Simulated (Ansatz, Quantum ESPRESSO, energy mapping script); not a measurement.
**MnS: J from the energies of magnetic orders**

How strongly do the moments of MnS couple under PBE, QE, GBRV? The plan is to run several orders and fit a Heisenberg model.

Calculated with Quantum ESPRESSO 7.5; PBE; plane waves, collinear spin, no spin–orbit coupling.

**What experiment says.**

“Single-Crystal and Powder Neutron Diffraction Study of FeXMn1-XS Solid Solutions” (2011, arxiv:1108.4537) reports for MnS, rock salt, by neutron diffraction (x = 0): ordering temperature (Neel temperature) 150 K.

Report form: the programs' logs are mostly left out.

The database entry behind the starting cell differs from later determinations by our own check (an axis about 0.2 % short against later determinations), so it need not match the best structure at ambient conditions.

## Step 1: The starting structure

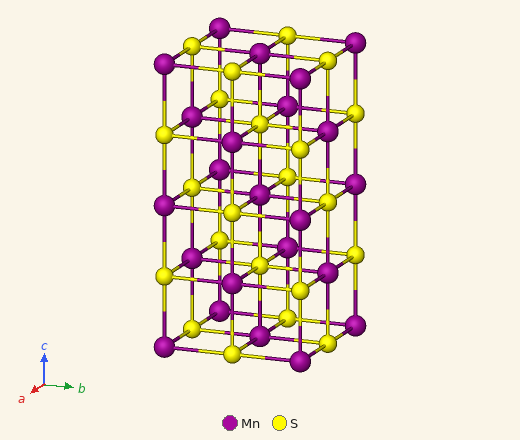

The cell as given, slightly off an axis (manganese purple, sulfur yellow). 1×1×2 cells are drawn. This picture shows the conventional cell, with its axes. Some periodic images of atoms are drawn too.

A plain semilocal functional is the cheapest rung. It tends to spread open shells too far. These runs use Quantum ESPRESSO.

## Step 2: Parallel start in cell A (4 atoms)

Each cell gets its own parallel run on the same mesh, so that most of the mesh error cancels in the differences.

The potential files are GBRV's for PBE; pw.x takes the functional from them.

Contents of pw.in:

```
&control
  calculation = 'scf'
  prefix = 'pw'
  outdir = './tmp/'
  pseudo_dir = './pseudo/'
  verbosity = 'low'
/
&system
  ibrav = 0
  nat = 4
  ntyp = 2
  ecutwfc = 45
  ecutrho = 360
  nbnd = 38
  occupations = 'smearing'
  smearing = 'fd'
  degauss = 0.00367493
  nspin = 2
  starting_magnetization(1) = 0.3000
/
&electrons
  conv_thr = 1.0e-08
  electron_maxstep = 120
  mixing_beta = 0.3
  mixing_mode = 'plain'
/
ATOMIC_SPECIES
  Mn 54.9380 Mn.upf
  S 32.0600 S.upf
CELL_PARAMETERS angstrom
  0.00000000 -2.60450000 -2.60450000
  -2.60450000 0.00000000 -2.60450000
  2.60450000 2.60450000 -5.20900000
ATOMIC_POSITIONS crystal
  Mn 0.50000000 0.50000000 0.50000000
  Mn 0.00000000 0.00000000 0.00000000
  S 0.75000000 0.75000000 0.75000000
  S 0.25000000 0.25000000 0.25000000
K_POINTS automatic
  7 7 7 0 0 0
```

On the command line:

```bash
$ OMP_NUM_THREADS=1 mpirun -n 4 pw.x -nk 4 -in pw.in > pw.out
```

Elapsed: 37 s, on 4 MPI ranks of Arm Neoverse V2, shared host; peak memory 0.61 GiB; 2.5 min of CPU time.

Spin moment in the sphere by atom:

| atom | spin moment in the sphere (μB) |
| --- | --- |
| Mn1 | 4.21 |
| Mn2 | 4.21 |
| S3 | 0.14 |
| S4 | 0.14 |

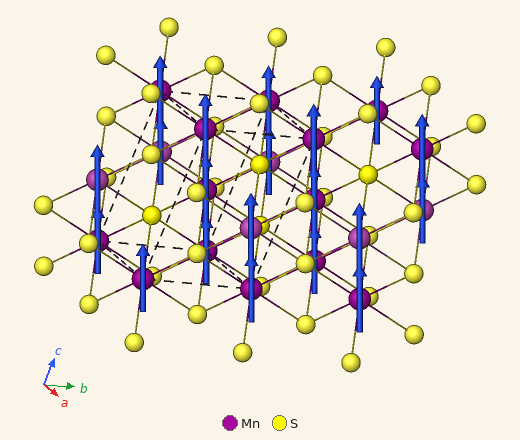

Spin moment in the sphere as arrows, the longest 4.21 μB. Up and down stand for the sign. Arrows give size and sign along the axis of quantisation, drawn up and down the page. 1×2×1 cells are drawn. Some periodic images of atoms are drawn too.

The run ends ferromagnetic.

## Step 3: Order 2: compensated +−, cell A of 4 atoms

This order reverses 6 of the 12 neighbours at 3.68 Å, 6 of the 6 neighbours at 5.21 Å and 12 of the 24 neighbours at 6.38 Å, counted for an average magnetic atom.

pw.in, as its differences from that of step 2:

```diff
@@ -10,6 +10,6 @@
   nat = 4
-  ntyp = 2
+  ntyp = 3
   ecutwfc = 45
   ecutrho = 360
-  nbnd = 38
+  nbnd = 33
   occupations = 'smearing'
@@ -19,2 +19,3 @@
   starting_magnetization(1) = 0.3000
+  starting_magnetization(2) = -0.3000
 /
@@ -27,3 +28,4 @@
 ATOMIC_SPECIES
-  Mn 54.9380 Mn.upf
+  Mn1 54.9380 Mn.upf
+  Mn2 54.9380 Mn.upf
   S 32.0600 S.upf
@@ -34,4 +36,4 @@
 ATOMIC_POSITIONS crystal
-  Mn 0.50000000 0.50000000 0.50000000
-  Mn 0.00000000 0.00000000 0.00000000
+  Mn1 0.50000000 0.50000000 0.50000000
+  Mn2 0.00000000 0.00000000 0.00000000
   S 0.75000000 0.75000000 0.75000000
```

Elapsed: 34 s, on 4 MPI ranks; peak memory 0.6 GiB.

Spin moment in the sphere by atom:

| atom | spin moment in the sphere (μB) |
| --- | --- |
| Mn1 | 4.17 |
| Mn2 | -4.17 |
| S3 | 0.00 |
| S4 | 0.00 |

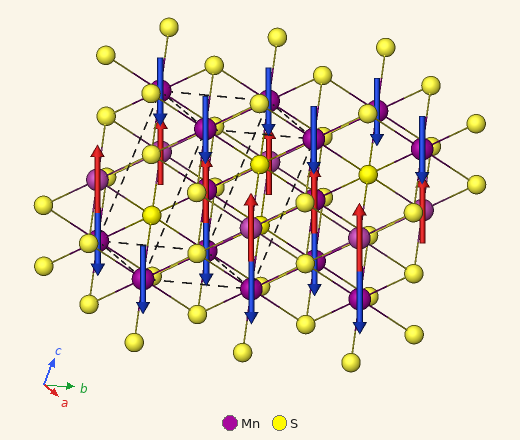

Spin moment in the sphere as arrows, the longest 4.17 μB. Up and down stand for the sign. Arrows give size and sign along the axis of quantisation, drawn up and down the page. The two directions have two colours. 1×2×1 cells are drawn. Some periodic images of atoms are drawn too.

The run ends antiferromagnetic, 132.32 meV a magnetic atom below the parallel order of its cell.

## Step 4: Parallel start in cell B (4 atoms)

The parallel order again, as the reference for this cell.

This run holds the same structure in another cell (c 6.380 → 5.209 Å, α 73.2 → 90.0°, β 73.2 → 90.0°, γ 60.0 → 90.0°).

Contents of pw.in:

```
&control
  calculation = 'scf'
  prefix = 'pw'
  outdir = './tmp/'
  pseudo_dir = './pseudo/'
  verbosity = 'low'
/
&system
  ibrav = 0
  nat = 4
  ntyp = 2
  ecutwfc = 45
  ecutrho = 360
  nbnd = 38
  occupations = 'smearing'
  smearing = 'fd'
  degauss = 0.00367493
  nspin = 2
  starting_magnetization(1) = 0.3000
/
&electrons
  conv_thr = 1.0e-08
  electron_maxstep = 120
  mixing_beta = 0.3
  mixing_mode = 'plain'
/
ATOMIC_SPECIES
  Mn 54.9380 Mn.upf
  S 32.0600 S.upf
CELL_PARAMETERS angstrom
  0.00000000 -2.60450000 -2.60450000
  0.00000000 2.60450000 -2.60450000
  5.20900000 0.00000000 0.00000000
ATOMIC_POSITIONS crystal
  Mn 0.50000000 0.50000000 0.50000000
  Mn 0.00000000 0.00000000 0.00000000
  S 0.50000000 0.50000000 0.00000000
  S 0.00000000 0.00000000 0.50000000
K_POINTS automatic
  6 6 4 0 0 0
```

The job ended after 24 s (4 MPI ranks; peak memory 0.56 GiB).

The run ends ferromagnetic. For each magnetic atom its energy differs from the parallel run of the first cell by -1.01 meV, an error that one common reference would have brought in.

## Step 5: Run 4 (compensated +−; cell B, 4 atoms)

This order reverses 8 of the 12 neighbours at 3.68 Å, 0 of the 6 neighbours at 5.21 Å and 16 of the 24 neighbours at 6.38 Å, counted for an average magnetic atom.

pw.in, as its differences from that of step 4:

```diff
@@ -10,6 +10,6 @@
   nat = 4
-  ntyp = 2
+  ntyp = 3
   ecutwfc = 45
   ecutrho = 360
-  nbnd = 38
+  nbnd = 33
   occupations = 'smearing'
@@ -19,2 +19,3 @@
   starting_magnetization(1) = 0.3000
+  starting_magnetization(2) = -0.3000
 /
@@ -27,3 +28,4 @@
 ATOMIC_SPECIES
-  Mn 54.9380 Mn.upf
+  Mn1 54.9380 Mn.upf
+  Mn2 54.9380 Mn.upf
   S 32.0600 S.upf
@@ -34,4 +36,4 @@
 ATOMIC_POSITIONS crystal
-  Mn 0.50000000 0.50000000 0.50000000
-  Mn 0.00000000 0.00000000 0.00000000
+  Mn1 0.50000000 0.50000000 0.50000000
+  Mn2 0.00000000 0.00000000 0.00000000
   S 0.50000000 0.50000000 0.00000000
```

Wall time 24 s (4 MPI ranks); peak memory 0.42 GiB; 95 s of CPU time.

The run ends antiferromagnetic, 31.61 meV a magnetic atom below the parallel order of its cell (energies taken at zero occupation width, not the printed F).

## Step 6: Run 5 (parallel; cell C, 6 atoms)

Contents of pw.in:

```
&control
  calculation = 'scf'
  prefix = 'pw'
  outdir = './tmp/'
  pseudo_dir = './pseudo/'
  verbosity = 'low'
/
&system
  ibrav = 0
  nat = 6
  ntyp = 2
  ecutwfc = 45
  ecutrho = 360
  nbnd = 54
  occupations = 'smearing'
  smearing = 'fd'
  degauss = 0.00367493
  nspin = 2
  starting_magnetization(1) = 0.3000
/
&electrons
  conv_thr = 1.5e-08
  electron_maxstep = 120
  mixing_beta = 0.3
  mixing_mode = 'plain'
/
ATOMIC_SPECIES
  Mn 54.9380 Mn.upf
  S 32.0600 S.upf
CELL_PARAMETERS angstrom
  0.00000000 2.60450000 2.60450000
  -2.60450000 0.00000000 -2.60450000
  -5.20900000 -5.20900000 5.20900000
ATOMIC_POSITIONS crystal
  Mn 0.00000000 0.00000000 0.00000000
  Mn 0.33333333 0.66666667 0.66666667
  Mn 0.66666667 0.33333333 0.33333333
  S 0.66666667 0.33333333 0.83333333
  S 0.00000000 0.00000000 0.50000000
  S 0.33333333 0.66666667 0.16666667
K_POINTS automatic
  7 7 3 0 0 0
```

Elapsed: 40 s, on 4 MPI ranks; peak memory 0.71 GiB; 2.7 min of CPU time.

The run ends ferromagnetic. For each magnetic atom its energy differs from the parallel run of the first cell by -0.86 meV, an error that one common reference would have brought in.

## Step 7: Order 6: uncompensated ++−, cell C of 6 atoms

This order reverses 4 of the 12 neighbours at 3.68 Å, 4 of the 6 neighbours at 5.21 Å and 12 of the 24 neighbours at 6.38 Å, counted for an average magnetic atom.

pw.in, as its differences from that of step 6:

```diff
@@ -10,6 +10,6 @@
   nat = 6
-  ntyp = 2
+  ntyp = 3
   ecutwfc = 45
   ecutrho = 360
-  nbnd = 54
+  nbnd = 49
   occupations = 'smearing'
@@ -19,2 +19,3 @@
   starting_magnetization(1) = 0.3000
+  starting_magnetization(2) = -0.3000
 /
@@ -27,3 +28,4 @@
 ATOMIC_SPECIES
-  Mn 54.9380 Mn.upf
+  Mn1 54.9380 Mn.upf
+  Mn2 54.9380 Mn.upf
   S 32.0600 S.upf
@@ -34,5 +36,5 @@
 ATOMIC_POSITIONS crystal
-  Mn 0.00000000 0.00000000 0.00000000
-  Mn 0.33333333 0.66666667 0.66666667
-  Mn 0.66666667 0.33333333 0.33333333
+  Mn1 0.00000000 0.00000000 0.00000000
+  Mn1 0.33333333 0.66666667 0.66666667
+  Mn2 0.66666667 0.33333333 0.33333333
   S 0.66666667 0.33333333 0.83333333
```

Elapsed: 42 s, on 4 MPI ranks; peak memory 0.78 GiB.

The run ends ferrimagnetic, 88.35 meV a magnetic atom below the parallel order of its cell (energies taken at zero occupation width, not the printed F).

## Step 8: Run 7 (parallel; cell D, 6 atoms)

This run holds the same structure in another cell (b 3.683 → 5.209 Å, c 9.022 → 6.380 Å, α 90.0 → 114.1°, β 90.0 → 106.8°, γ 120.0 → 90.0°).

Contents of pw.in:

```
&control
  calculation = 'scf'
  prefix = 'pw'
  outdir = './tmp/'
  pseudo_dir = './pseudo/'
  verbosity = 'low'
/
&system
  ibrav = 0
  nat = 6
  ntyp = 2
  ecutwfc = 45
  ecutrho = 360
  nbnd = 54
  occupations = 'smearing'
  smearing = 'fd'
  degauss = 0.00367493
  nspin = 2
  starting_magnetization(1) = 0.3000
/
&electrons
  conv_thr = 1.5e-08
  electron_maxstep = 120
  mixing_beta = 0.3
  mixing_mode = 'plain'
/
ATOMIC_SPECIES
  Mn 54.9380 Mn.upf
  S 32.0600 S.upf
CELL_PARAMETERS angstrom
  0.00000000 -2.60450000 -2.60450000
  -5.20900000 0.00000000 0.00000000
  2.60450000 5.20900000 -2.60450000
ATOMIC_POSITIONS crystal
  Mn 0.66666667 0.66666667 0.33333333
  Mn 0.33333333 0.33333333 0.66666667
  Mn 0.00000000 0.00000000 0.00000000
  S 0.66666667 0.16666667 0.33333333
  S 0.33333333 0.83333333 0.66666667
  S 0.00000000 0.50000000 0.00000000
K_POINTS automatic
  6 6 6 0 0 0
```

Run time: 94 s. Hardware: 4 MPI ranks; peak memory 0.9 GiB.

The run ends ferromagnetic. For each magnetic atom its energy differs from the parallel run of the first cell by 0.54 meV, an error that one common reference would have brought in.

## Step 9: Order 8: uncompensated ++−, cell D of 6 atoms

This order reverses 6.67 of the 12 neighbours at 3.68 Å, 2.67 of the 6 neighbours at 5.21 Å and 8 of the 24 neighbours at 6.38 Å, counted for an average magnetic atom.

pw.in, as its differences from that of step 8:

```diff
@@ -10,6 +10,6 @@
   nat = 6
-  ntyp = 2
+  ntyp = 3
   ecutwfc = 45
   ecutrho = 360
-  nbnd = 54
+  nbnd = 49
   occupations = 'smearing'
@@ -19,2 +19,3 @@
   starting_magnetization(1) = 0.3000
+  starting_magnetization(2) = -0.3000
 /
@@ -27,3 +28,4 @@
 ATOMIC_SPECIES
-  Mn 54.9380 Mn.upf
+  Mn1 54.9380 Mn.upf
+  Mn2 54.9380 Mn.upf
   S 32.0600 S.upf
@@ -34,5 +36,5 @@
 ATOMIC_POSITIONS crystal
-  Mn 0.66666667 0.66666667 0.33333333
-  Mn 0.33333333 0.33333333 0.66666667
-  Mn 0.00000000 0.00000000 0.00000000
+  Mn1 0.66666667 0.66666667 0.33333333
+  Mn1 0.33333333 0.33333333 0.66666667
+  Mn2 0.00000000 0.00000000 0.00000000
   S 0.66666667 0.16666667 0.33333333
```

Wall time 87 s (4 MPI ranks); peak memory 0.9 GiB.

The run ends ferrimagnetic, 76.80 meV a magnetic atom below the parallel order of its cell (energies taken at zero occupation width, not the printed F).

## Step 10: The fit

Each energy difference is a sum of couplings weighted by the pairs that the order reverses. A few near shells are fitted to the differences by least squares. Energies are those extrapolated to zero occupation width, not the free energies F.

Energies from the parallel order of the same cell:

| order | atoms | energy (meV a magnetic atom) | moments (μB) | moments kept as typed | opposed neighbours at 3.68, 5.21, 6.38 Å |
| --- | --- | --- | --- | --- | --- |
| parallel in cell A | 4 | 0.00 | 4.21 | yes | 0, 0, 0 |
| compensated +− in cell A | 4 | -132.32 | 4.17 | yes | 6, 6, 12 |
| parallel in cell B | 4 | 0.00 | 4.21 | yes | 0, 0, 0 |
| compensated +− in cell B | 4 | -31.61 | 4.21 | yes | 8, 0, 16 |
| parallel in cell C | 6 | 0.00 | 4.19 | yes | 0, 0, 0 |
| uncompensated ++− in cell C | 6 | -88.35 | 4.14 to 4.25 | yes | 4, 4, 12 |
| parallel in cell D | 6 | 0.00 | 4.20 | yes | 0, 0, 0 |
| uncompensated ++− in cell D | 6 | -76.80 | 4.15 to 4.25 | yes | 6.67, 2.67, 8 |

Couplings from the energies, with E = −Σ J e·e over ordered pairs:

| pair | distance (Å) | neighbours | J (meV) |
| --- | --- | --- | --- |
| Mn–Mn | 3.68 | 12 | -2.23 |
| Mn–Mn | 5.21 | 6 | -9.09 |
| Mn–Mn | 6.38 | 24 | 0.120 |

Adding the shell at 7.37 Å gives -2.1, -9.1, 0.082 and -0.099 meV and a mean-field temperature of 411 K, an exact solve that tests nothing.

Limits of this fit: some orders are gapless and others have a gap.

In mean field these couplings order at 422 K, at q = (0.50, 0.50, 0.50) in fractions of the conventional cell's reciprocal vectors, and give a Curie–Weiss temperature of -607 K.

## Step 11: Ordering temperature by Monte Carlo

Mean field ignores fluctuations and overstates the ordering temperature, so the model is also sampled. The heat capacity peaks where order sets in.

Classical unit spins with these couplings on 8×8×4 copies of a cell that holds the lowest order (512 spins), heat-bath sweeps, cooled from random directions, 1009 sweeps to settle and 3027 measured at each temperature, averaged over 4 runs.

| T (K) | order along the lowest pattern | net moment | heat capacity (k_B a spin) |
| --- | --- | --- | --- |
| 50.6 | 0.41 | 0.01 | 1.05 |
| 86.6 | 0.46 | 0.01 | 1.11 |
| 141 | 0.37 | 0.01 | 1.19 |
| 176 | 0.37 | 0.02 | 1.21 |
| 212 | 0.34 | 0.02 | 1.37 |
| 266 | 0.28 | 0.02 | 1.79 |
| 284 | 0.25 | 0.02 | 1.88 |
| 302 | 0.21 | 0.02 | 1.81 |
| 338 | 0.16 | 0.02 | 1.21 |
| 374 | 0.12 | 0.02 | 0.68 |
| 428 | 0.09 | 0.03 | 0.38 |
| 464 | 0.08 | 0.03 | 0.30 |

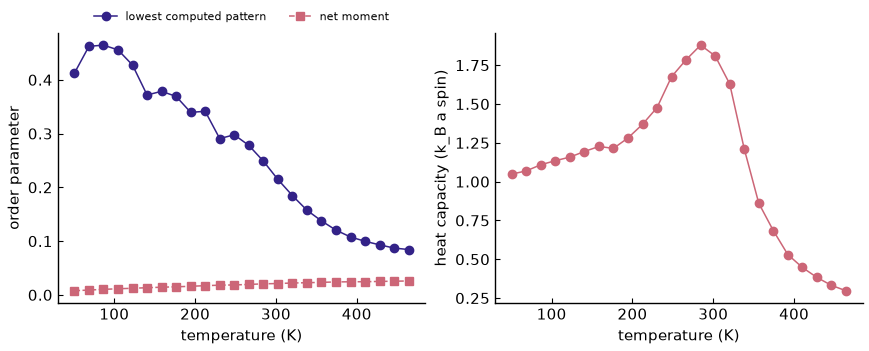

Order parameter and heat capacity against temperature.

The smoothed heat capacity peaks at 284 K. The order column follows one pattern alone; equivalent domains or another pattern share the rest.

## Step 12: Against another level

The first set of orders, under PBE+U (3.6 eV), QE, GBRV, took 27 min of CPU time summed over its finished orders (seed run apart), these 25 min.

| quantity | this set | first set |
| --- | --- | --- |
| J at 3.68 Å, meV | -2.23 | -1.39 |
| J at 5.21 Å, meV | -9.09 | -4.13 |
| J at 6.38 Å, meV | 0.120 | -0.0923 |
| ordering temperature, mean field, K | 422 | 192 |
| heat-capacity peak, Monte Carlo, K | 284 | 129 |

The coupling that led in the first set goes from -4.13 to -9.09 meV.

## Step 13: Outcome

| Quantity | Value |
| --- | --- |
| lowest order tried | compensated +− in cell A |
| largest fitted value, Mn–Mn at 5.21 Å | -9.09 meV |
| ordering temperature, mean field | 422 K |
| heat-capacity peak, Monte Carlo | 284 K |

Of the orders tried, MnS prefers the order “compensated +− in cell A” under PBE, QE, GBRV, with 6 of 12 neighbours at 3.68 Å, 6 of 6 neighbours at 5.21 Å and 12 of 24 neighbours at 6.38 Å opposed, and the heat capacity of the fitted model peaks near 284 K (Monte Carlo, classical spins). The coupling at 5.21 Å is 2.2 times that of the first set, at 0.94 times the CPU time. The largest fitted coupling is the Mn–Mn pair at 5.21 Å, antiferromagnetic at -9.1 meV, across a ligand at about 180°. The orders also reverse pairs at 7.37 Å, which are not fitted, so the fitted values hold their part too. With 4 differences for 3 couplings the fit misses by 0.66 meV at most, a small part of the spread. In the fitted orders moments change by up to 1.3 % against the parallel run of the same cell, so their size stays put. The fit is in doubt: some orders are gapless and others have a gap. The couplings are then rough, the small ones most of all. Monte Carlo puts the peak at 0.67 of the mean-field temperature, since mean field leaves out fluctuations. In tests on simple cubic and body-centred models such peaks lay 5 to 6 % under the bulk value. On cooling, the order along the one computed pattern stays at or under 0.46: the model settles in an equivalent domain, a degenerate mixture or another order.

1 further run of the session is left out of this account and of its counts and ranges: runs hit by known faults of a program or its files, repeats, responses too ill-conditioned to give a U, cells squeezed past sense, harmless faults, or fits whose shells could not be counted again from the structure.

Computed beside measured:

| quantity | measured | PBE, QE, GBRV, Monte Carlo |
| --- | --- | --- |
| ordering temperature (spin model) (K) | 150 | 284 (+89.6 %) |

Measured values from arxiv:1108.4537 (2011).

How well it matches: The ordering temperature is off by +89.6 %: a clear miss. No cell relaxation is part of this session.

[Logs and program files are shortened in this print: banners, set-up blocks, solver, clock and traceback lines can be left out without a mark of their own.]

[Logs are printed without paths, hosts, clocks, repeated set-up lines and the standing remarks that a program may print on its own settings, such as how far it seeks lower states.]

[Hosts, paths, dates, database ids (printed as entryN), source tags and the programs' standing remarks are cut or masked in the printed files.]

[Where a cell is said to come from a database of computed structures, the database is the Materials Project.]
